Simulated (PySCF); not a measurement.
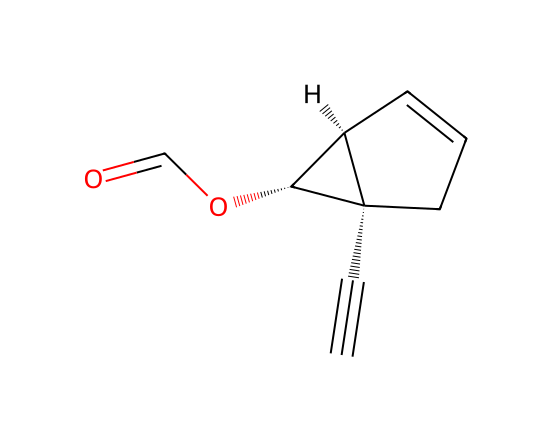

2D structure.

> Transcribe the drawing into SMILES.

C#C[C@@]12CC=C[C@@H]1[C@H]2OC=O

> What is the molecular formula?

C9H8O2.

> An optimisation with GFN2-xTB gave a structure of which point group?

C1.

The parts below concern this one geometry. Atoms keep their numbers from picture to picture. Computed geometry: GFN2-xTB optimisation. No frequency run is at hand to confirm it as a minimum.

Geometry

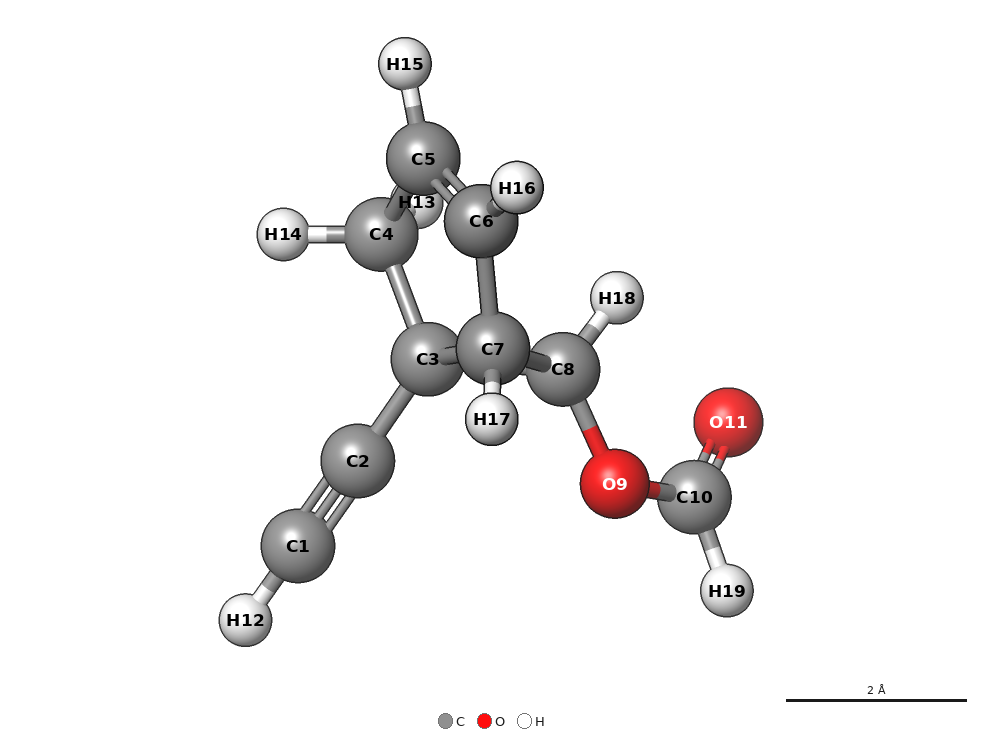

Numbered structure. No frequency run is at hand to confirm it as a minimum.

Estimate the angles C1–C2–C3, C2–C1–H12, C3–C4–H14, C3–C8–C7, C4–C3–C7, C5–C4–H14, C5–C6–H16, C6–C5–H15, C7–C6–H16, C7–C8–H18, C8–O9–C10, O9–C10–O11.

| angle | degrees |
| --- | --- |
| C1–C2–C3 | 179.4 |
| C2–C1–H12 | 179.9 |
| C3–C4–H14 | 110.8 |
| C3–C8–C7 | 60.8 |
| C4–C3–C7 | 106.8 |
| C5–C4–H14 | 111.2 |
| C5–C6–H16 | 126.6 |
| C6–C5–H15 | 126.1 |
| C7–C6–H16 | 122.0 |
| C7–C8–H18 | 120.1 |
| C8–O9–C10 | 117.4 |
| O9–C10–O11 | 127.2 |

Dipole moment

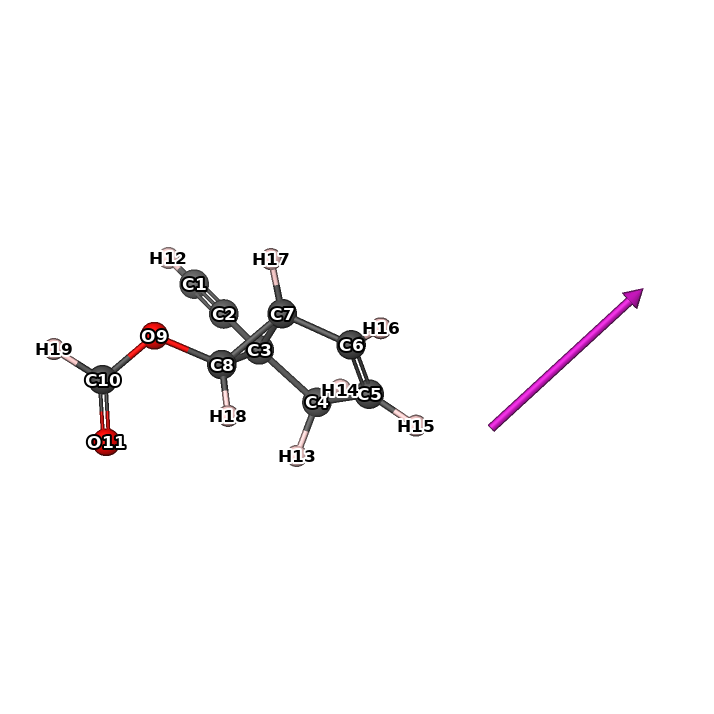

The arrow beside the molecule shows the direction of the dipole moment, from the negative to the positive end (its length means nothing). No frequency run is at hand to confirm it as a minimum. Properties computed with PBE0/pcSseg-1, gas phase (PySCF 2.14.0).

> Estimate the dipole moment.

2.03 D; it points from the side of O11 to the side of H16 (the outermost atoms at the two ends).

Ring current

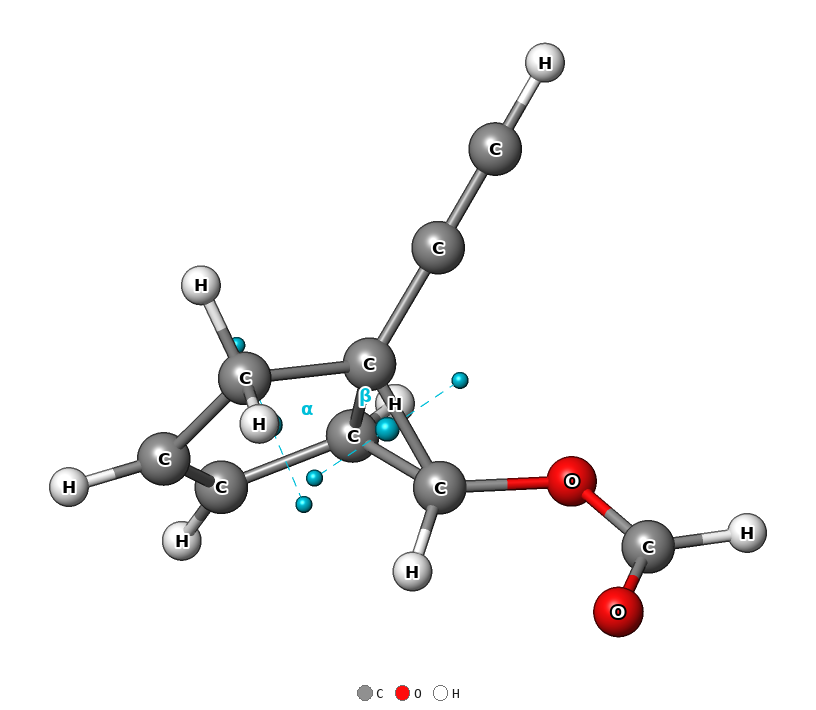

The small points mark where nucleus-independent chemical shifts (NICS) were computed: at the centre of each lettered ring and 1 Å above and below it. No frequency run is at hand to confirm it as a minimum. Properties computed with GIAO PBE0/pcSseg-1 NMR shielding, non-relativistic, gas phase (PySCF 2.14.0).

Give NICS(0), NICS(1) and the out-of-plane component NICS(1)zz for each ring (means of the two sides).

```json
{"ring": "α", "members": "C5", "NICS(0)": "−6.0", "NICS(1)": "−4.5", "NICS(1)zz": "−3.3"}
{"ring": "β", "members": "C3", "NICS(0)": "−38.6", "NICS(1)": "−7.7", "NICS(1)zz": "−18.5"}
```

Values in ppm.

> What do the values say about the ring currents?

Ring α: weak, as in a non-aromatic ring. NICS is one index among several.

NMR shielding

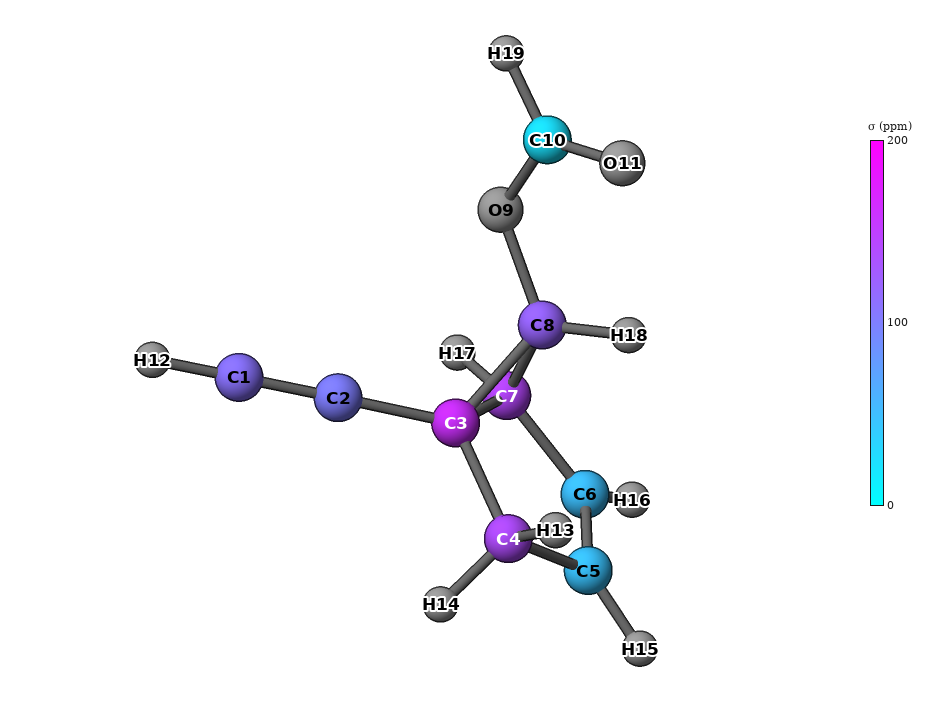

Atoms are coloured by their isotropic NMR shieldings (C only, the others grey). No frequency run is at hand to confirm it as a minimum. Method: GIAO PBE0/pcSseg-1 NMR shielding, non-relativistic, gas phase (PySCF 2.14.0).

List the isotropic NMR shieldings of the C atoms.

```
atom  σ (ppm)
  C1    109.3
  C2    100.1
  C3    161.1
  C4    139.3
  C5     46.6
  C6     48.8
  C7    143.8
  C8    119.8
 C10     22.0
```

Charges

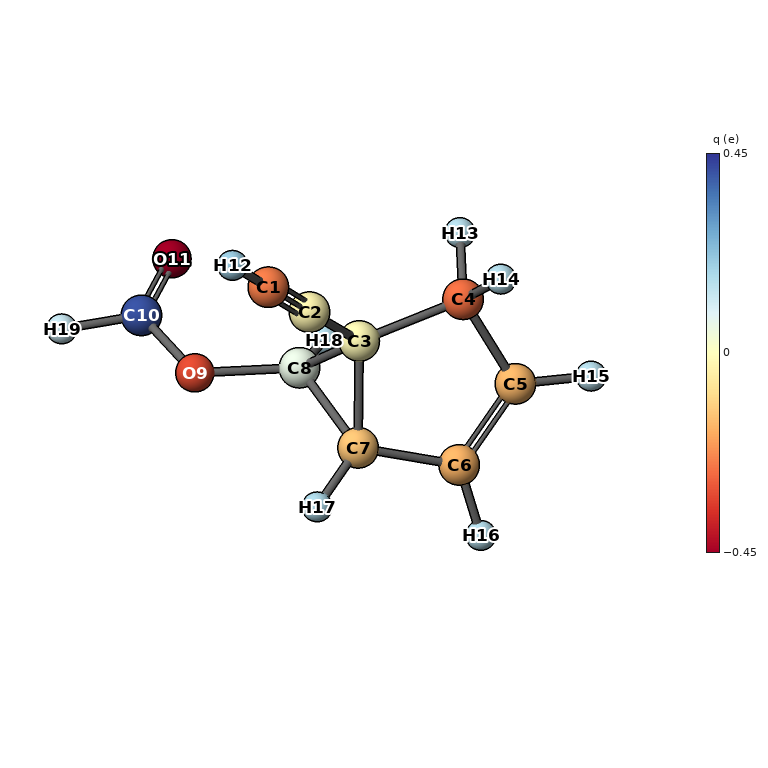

Atoms are coloured by their IAO charges. No frequency run is at hand to confirm it as a minimum. Level of theory: PBE0/pcSseg-1, gas phase (PySCF 2.14.0).

List the IAO charges.

```
atom  value (e)
  C1      −0.24
  C2      −0.03
  C3      −0.01
  C4      −0.26
  C5      −0.16
  C6      −0.16
  C7      −0.14
  C8       0.06
  O9      −0.32
 C10       0.40
 O11      −0.45
 H12       0.20
 H13       0.16
 H14       0.16
 H15       0.16
 H16       0.16
 H17       0.17
 H18       0.16
 H19       0.13
```
